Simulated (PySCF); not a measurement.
**C₄H₅BO: NMR shifts and spin-spin couplings**

Aim: predict the NMR shifts and spin-spin couplings of C₄H₅BO (`Bc1ccco1`).

Computed with PySCF 2.14.0, with density-fitted response routines of our own, on a single molecule in the gas phase. Atoms are numbered from 0 throughout.

### 1 The starting structure

11 atoms, charge 0, multiplicity 1; geometry from: GFN2-xTB.

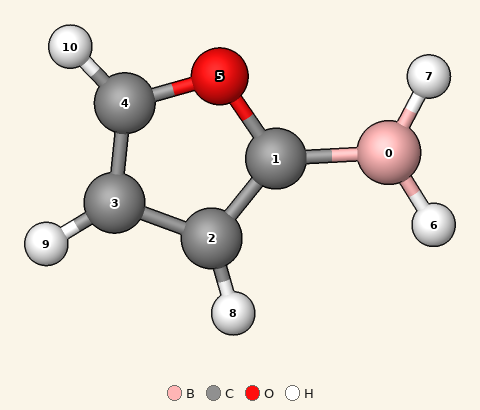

As it starts; boron pink, carbon grey, oxygen red, hydrogen white, atoms numbered.

### 2 NMR shieldings: PBE0/pcSseg-1

What the job is given:

```
{"job": {"kind": "nmr", "xc": "PBE0", "basis": "pcSseg-1"}, "charge": 0, "multiplicity": 1}
B      2.121744    -0.066013     0.072054
C      0.605607     0.038496     0.033674
C     -0.366258    -0.909117    -0.251718
C     -1.614991    -0.279177    -0.143485
C     -1.338841     1.017000     0.200819
O     -0.032029     1.215715     0.308193
H      2.619770    -1.093411    -0.171823
H      2.763041     0.871177     0.342454
H     -0.182243    -1.933074    -0.507587
H     -2.583068    -0.711278    -0.295964
H     -1.987308     1.852351     0.387419
```

Method: GIAO PBE0/pcSseg-1 NMR shielding, non-relativistic, gas phase.

The program printed:

```text
coarse grid: 9616 points
cycle   1  E = -255.0518848267  dE =  1.046e+00  |g| = 4.071e-01  |ddm| = 3.017e+00
cycle   2  E = -255.0291965759  dE =  2.269e-02  |g| = 5.562e-01  |ddm| = 7.399e-01
cycle   3  E = -255.0897985828  dE = -6.060e-02  |g| = 1.052e-01  |ddm| = 4.174e-01
cycle   4  E = -255.0918466440  dE = -2.048e-03  |g| = 4.003e-02  |ddm| = 9.260e-02
cycle   5  E = -255.0922006460  dE = -3.540e-04  |g| = 1.359e-02  |ddm| = 4.442e-02
cycle   6  E = -255.0922493227  dE = -4.868e-05  |g| = 3.463e-03  |ddm| = 1.431e-02
cycle   7  E = -255.0922515793  dE = -2.257e-06  |g| = 1.489e-03  |ddm| = 3.457e-03
final grid: 94112 points
cycle   8  E = -255.1365322874  dE = -2.105e-05  |g| = 1.026e-02  |ddm| = 2.694e-02
cycle   9  E = -255.1364929732  dE =  3.931e-05  |g| = 1.758e-02  |ddm| = 1.649e-02
cycle  10  E = -255.1365524360  dE = -5.946e-05  |g| = 1.916e-03  |ddm| = 1.141e-02
cycle  11  E = -255.1365533717  dE = -9.358e-07  |g| = 2.905e-04  |ddm| = 1.895e-03
cycle  12  E = -255.1365533896  dE = -1.787e-08  |g| = 9.679e-05  |ddm| = 2.680e-04
cycle  13  E = -255.1365533918  dE = -2.157e-09  |g| = 3.091e-05  |ddm| = 9.587e-05
cycle  14  E = -255.1365533920  dE = -2.247e-10  |g| = 7.763e-06  |ddm| = 3.016e-05
converged SCF energy = -255.1365533920

GIAO shielding tensors (ppm)
atom      isotropic    diamagn.    paramagn.     s11        s22        s33       span
  0 B       43.271     192.453    -149.182    -10.769      7.833    132.749    143.518
  1 C       12.015     252.685    -240.669    -79.671     12.363    103.354    183.025
  2 C       42.298     254.056    -211.758    -50.559     23.522    153.930    204.489
  3 C       67.349     255.997    -188.648    -19.756     60.835    160.970    180.726
  4 C       28.240     251.640    -223.400    -59.454     36.621    107.552    167.006
  5 O        2.109     396.453    -394.344   -173.725    -75.130    255.183    428.908
  6 H       25.194      29.922      -4.728     20.578     26.904     28.099      7.521
  7 H       25.052      29.482      -4.429     20.806     26.497     27.854      7.048
  8 H       23.882      32.267      -8.385     22.589     23.051     26.005      3.416
  9 H       24.805      31.305      -6.500     23.060     25.241     26.114      3.054
 10 H       23.658      29.678      -6.020     20.957     24.291     25.726      4.769
```

It took 9.7 s on 1 thread, shared host.

The references, computed at this level on geometries of the same kind, shield at (ppm): 1H TMS 31.72, 13C TMS 186.9, 17O H2O 336.1, 11B BF3·OEt2 100.1. Their shielding less the atom's gives the shift. The references are single molecules in the gas phase, so shifts against H2O, NH3, PH3, H3PO4 or CFCl3 are not on the usual liquid scales and can be off by tens of ppm. Atoms listed in one row are averaged.

```csv
atoms,environment,σ (ppm),δ (ppm),δ scaled to CDCl3
C1,substituted aromatic carbon next to the ring oxygen,12.0,174.9,168.8
C4,aromatic CH next to the ring oxygen,28.2,158.7,153.0
C2,aromatic CH,42.3,144.6,139.2
C3,aromatic CH,67.3,119.6,114.8
H10,hydrogen on an aromatic CH next to the ring oxygen,23.66,8.06,7.70
H8,hydrogen on an aromatic CH,23.88,7.84,7.49
H9,hydrogen on an aromatic CH,24.81,6.91,6.62
"H6, H7",hydrogen on a boron bonded to C,25.12,6.59,–
B0,"boron bonded to C, 2 H",43.3,56.8,–
O5,aromatic ring oxygen,2.1,334.0,–
```

The scaled column applies a straight-line fit of computed shieldings to shifts measured in CDCl3 (root-mean-square error 0.16 ppm for H, 1.9 ppm for C).

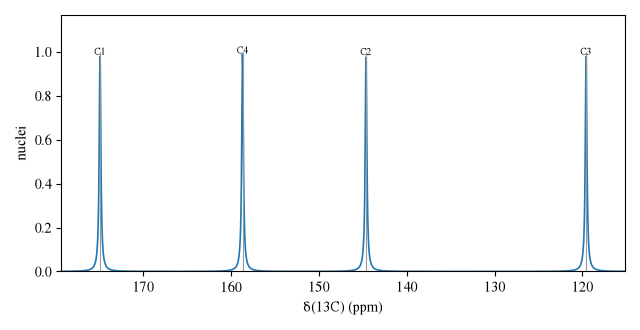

13C lines at the computed shifts, without couplings. Lines are broadened to a width of 0.22 ppm (Lorentzian).

Charges from the same density, by scheme (e):

| atoms | Mulliken | IAO | Hirshfeld | ESP fit |
| --- | --- | --- | --- | --- |
| B0 | 0.19 | -0.04 | 0.10 | 0.19 |
| C1 | 0.01 | 0.02 | -0.03 | 0.09 |
| C2 | -0.11 | -0.15 | -0.05 | -0.19 |
| C3 | -0.16 | -0.23 | -0.08 | -0.28 |
| C4 | 0.19 | 0.05 | 0.04 | 0.06 |
| O5 | -0.36 | -0.21 | -0.05 | -0.19 |

Hirshfeld charges:

```
atom  value (e)
  B0       0.10
  C1      -0.03
  C2      -0.05
  C3      -0.08
  C4       0.04
  O5      -0.05
  H6      -0.06
  H7      -0.06
  H8       0.07
  H9       0.06
 H10       0.07
```

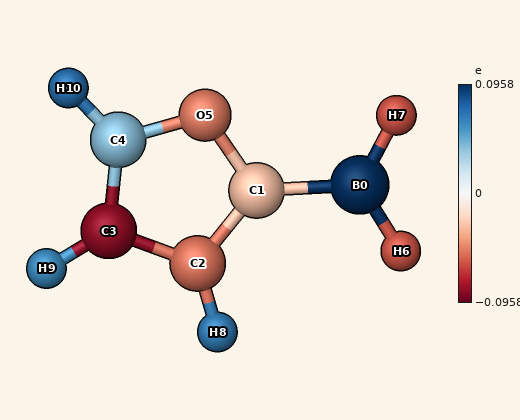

Hirshfeld charges, as colours on the atoms.

Mayer bond orders: B0–C1 1.13, C1–C2 1.45, C2–C3 1.33, C3–C4 1.51, C4–O5 1.16, O5–C1 0.96.

### 3 Spin-spin couplings: B3LYP/pcJ-1

Same as in step 2 but for these lines:

```diff
@@ -1,2 +1,2 @@
-{"job": {"kind": "nmr", "xc": "PBE0", "basis": "pcSseg-1"}, "charge": 0, "multiplicity": 1}
+{"job": {"kind": "j", "xc": "B3LYP", "basis": "pcJ-1"}, "charge": 0, "multiplicity": 1}
 B      2.121744    -0.066013     0.072054
```

With the program's defaults for keys left out, this is: B3LYP/pcJ-1 indirect spin-spin coupling, non-relativistic, gas phase.

The program printed:

```text
coarse grid: 9616 points
cycle   1  E = -255.3793521122  dE =  9.575e-01  |g| = 4.752e-01  |ddm| = 2.976e+00
cycle   2  E = -255.3366029498  dE =  4.275e-02  |g| = 6.882e-01  |ddm| = 8.069e-01
cycle   3  E = -255.4248347188  dE = -8.823e-02  |g| = 1.400e-01  |ddm| = 5.025e-01
cycle   4  E = -255.4282372870  dE = -3.403e-03  |g| = 5.664e-02  |ddm| = 1.205e-01
cycle   5  E = -255.4289319974  dE = -6.947e-04  |g| = 1.889e-02  |ddm| = 5.600e-02
cycle   6  E = -255.4290256806  dE = -9.368e-05  |g| = 4.315e-03  |ddm| = 1.826e-02
cycle   7  E = -255.4290290066  dE = -3.326e-06  |g| = 1.988e-03  |ddm| = 4.255e-03
final grid: 94112 points
cycle   8  E = -255.4850470840  dE = -1.230e-04  |g| = 6.727e-03  |ddm| = 1.819e-02
cycle   9  E = -255.4850290009  dE =  1.808e-05  |g| = 1.068e-02  |ddm| = 1.201e-02
cycle  10  E = -255.4850565751  dE = -2.757e-05  |g| = 1.864e-03  |ddm| = 8.482e-03
cycle  11  E = -255.4850572884  dE = -7.133e-07  |g| = 7.303e-04  |ddm| = 1.972e-03
cycle  12  E = -255.4850573967  dE = -1.083e-07  |g| = 2.012e-04  |ddm| = 5.817e-04
cycle  13  E = -255.4850574068  dE = -1.011e-08  |g| = 4.906e-05  |ddm| = 1.802e-04
cycle  14  E = -255.4850574074  dE = -5.364e-10  |g| = 7.599e-06  |ddm| = 3.957e-05
converged SCF energy = -255.4850574074

Indirect spin-spin couplings (Hz)
  i      j    bonds     total        FC       PSO       DSO        SD
  0 B    1 C    1     80.154    82.797    -2.982     0.257     0.081
  0 B    2 C    2      9.636     8.100     0.733    -0.054     0.857
  0 B    3 C    3      2.191     2.119     0.253    -0.120    -0.061
  0 B    4 C    3      5.234     3.779     0.697    -0.144     0.902
  0 B    5 O    2    -11.195   -10.747    -0.371     0.014    -0.090
  0 B    6 H    1    132.800   133.368    -1.533     0.447     0.518
  0 B    7 H    1    131.710   132.229    -1.531     0.458     0.555
  0 B    8 H    3      1.103     1.033     0.206    -0.155     0.019
  0 B    9 H    4      0.159     0.186     0.487    -0.496    -0.018
  0 B   10 H    4      0.267     0.192     0.592    -0.529     0.012
  1 C    2 C    1     57.913    65.506    -7.859     0.265         -
  1 C    3 C    2      1.510     1.721    -0.209    -0.002         -
  1 C    4 C    2      0.432     1.264    -0.794    -0.038         -
  1 C    5 O    1     31.206    24.606     6.742    -0.142         -
  1 C    6 H    2     11.142    11.732    -0.610     0.020         -
  1 C    7 H    2     -1.793    -1.233    -0.542    -0.019         -
  1 C    8 H    2     13.999    15.340    -1.010    -0.331         -
  1 C    9 H    3      6.304     6.461     0.428    -0.585         -
  1 C   10 H    3      7.072     7.337     0.445    -0.710         -
  2 C    3 C    1     54.815    60.530    -5.950     0.234         -
  2 C    4 C    2      2.294     2.545    -0.252     0.000         -
  2 C    5 O    2      1.635    -0.204     1.822     0.016         -
  2 C    6 H    3      1.595     1.545     0.038     0.012         -
  2 C    7 H    3      5.225     5.112     0.469    -0.356         -
  2 C    8 H    1    182.785   182.082    -0.163     0.867         -
  2 C    9 H    2      3.686     4.646    -0.512    -0.448         -
  2 C   10 H    3      5.544     5.843     0.342    -0.641         -
  3 C    4 C    1     69.968    77.287    -7.573     0.253         -
  3 C    5 O    2      1.755     0.247     1.483     0.025         -
  3 C    6 H    4      0.324     0.338     0.257    -0.270         -
  3 C    7 H    4      1.456     1.508     0.280    -0.331         -
  3 C    8 H    2      4.956     5.886    -0.502    -0.428         -
  3 C    9 H    1    182.326   181.135     0.324     0.868         -
  3 C   10 H    2     13.236    14.217    -0.459    -0.522         -
  4 C    5 O    1     28.028    18.791     9.364    -0.127         -
  4 C    6 H    4      0.461     0.428     0.391    -0.358         -
  4 C    7 H    4     -0.702    -0.773     0.414    -0.342         -
  4 C    8 H    3      8.023     8.266     0.369    -0.612         -
  4 C    9 H    2     12.072    13.338    -0.854    -0.413         -
  4 C   10 H    1    206.981   206.289    -0.303     0.996         -
  5 O    6 H    3     -9.930    -9.989    -0.129     0.187         -
  5 O    7 H    3     -3.005    -2.989     0.041    -0.057         -
  5 O    8 H    3     -3.200    -3.540    -0.010     0.350         -
  5 O    9 H    3     -2.760    -3.114    -0.007     0.361         -
  5 O   10 H    2    -19.995   -21.276     1.084     0.198         -
  6 H    7 H    2      1.219     1.388     2.048    -2.217         -
  6 H    8 H    4      0.529     0.537    -0.558     0.550         -
  6 H   10 H    5      1.007     1.091     1.296    -1.381         -
  7 H    8 H    4      0.552     0.630     1.232    -1.310         -
  7 H    9 H    5      0.589     0.691     1.213    -1.315         -
  7 H   10 H    5      0.359     0.421     1.021    -1.084         -
  8 H    9 H    3      4.181     4.388     0.903    -1.110         -
  8 H   10 H    4      0.317     0.517     2.152    -2.352         -
  9 H   10 H    3      1.970     2.206     1.009    -1.244         -
```

Wall time 22 s (1 thread, shared host).

A choice of the couplings up to four bonds, sorted by the number of bonds, with means over like pairs; isotopes 11B, 13C, 1H, 17O:

```csv
pair,bonds,J (Hz),Fermi contact (Hz),dihedral (°)
C4–H10,1,207.0,206.3,–
C2–H8,1,182.8,182.1,–
C3–H9,1,182.3,181.1,–
B0–H6,1,132.3,132.8,–
B0–C1,1,80.2,82.8,–
C3–C4,1,70.0,77.3,–
C1–C2,1,57.9,65.5,–
C2–C3,1,54.8,60.5,–
C1–O5,1,31.2,24.6,–
O5–H10,2,-20.0,-21.3,–
C1–H8,2,14.0,15.3,–
C3–H10,2,13.2,14.2,–
C4–H9,2,12.1,13.3,–
B0–O5,2,-11.2,-10.7,–
B0–C2,2,9.6,8.1,–
C3–H8,2,5.0,5.9,–
C1–H6,2,4.7,5.2,–
C2–H9,2,3.7,4.6,–
C4–H8,3,8.0,8.3,-180
C1–H10,3,7.1,7.3,180
O5–H6,3,-6.5,-6.5,–
C1–H9,3,6.3,6.5,-180
C2–H10,3,5.5,5.8,-180
B0–C4,3,5.2,3.8,180
H8–H9,3,4.2,4.4,0
C2–H6,3,3.4,3.3,–
O5–H8,3,-3.2,-3.5,180
```

The spin-dipole term was solved for some atoms only; pairs without it lack that part.

The response was solved for the nuclei of B, C, H alone, so couplings that need other nuclei can be missing.

Quadrupole couplings from the field gradients of the same density:

```csv
atom,isotope,eQq/h (MHz),η
O5,17O,-8.176,0.17
B0,11B,5.173,0.08
```

Joined with the shifts from before (PBE0/pcSseg-1, scaled to CDCl3 for protons on carbon, raw for the others), the couplings predict the line list below for 300 MHz. H–H couplings in it are scaled by factors fitted to measured ones, so they differ from the table. Couplings to quadrupolar nuclei are left out.

1H NMR δ 7.70 (d, J = 1.8 Hz, 1H), 7.49 (d, J = 3.8 Hz, 1H), 6.62 (dd, J = 3.8, 1.8 Hz, 1H), 6.59 (br, 2H).

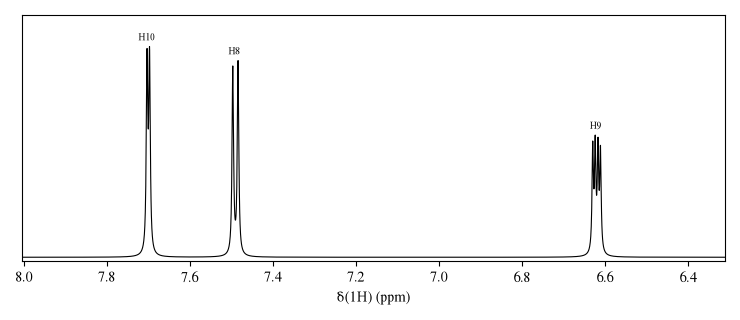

Simulated proton spectrum at 300 MHz, by exact diagonalisation of each spin system; lines 1.2 Hz wide, exchangeable protons uncoupled, protons on B, Al or Ga left out.

### 4 Summary of results

```
                                                              quantity                           value
                                13C shifts against TMS (PBE0/pcSseg-1)  174.9, 158.7, 144.6, 119.6 ppm
1H shifts against TMS (PBE0/pcSseg-1, means over atoms taken as alike)      8.06, 7.84, 6.91, 6.59 ppm
                           11B shifts against BF3·OEt2 (PBE0/pcSseg-1)                        56.8 ppm
                                17O shifts against H2O (PBE0/pcSseg-1)                       334.0 ppm
                           largest coupling of the table (B3LYP/pcJ-1)        1J(C,H) C4–H10, 207.0 Hz
```

What this shows: At PBE0/pcSseg-1: Shielding is most anisotropic at O5 (span 429 ppm, paramagnetic term -394 ppm). Of the pairs tabulated at B3LYP/pcJ-1, C4–H10 couples most strongly (207.0 Hz; Fermi contact 206.3 Hz).
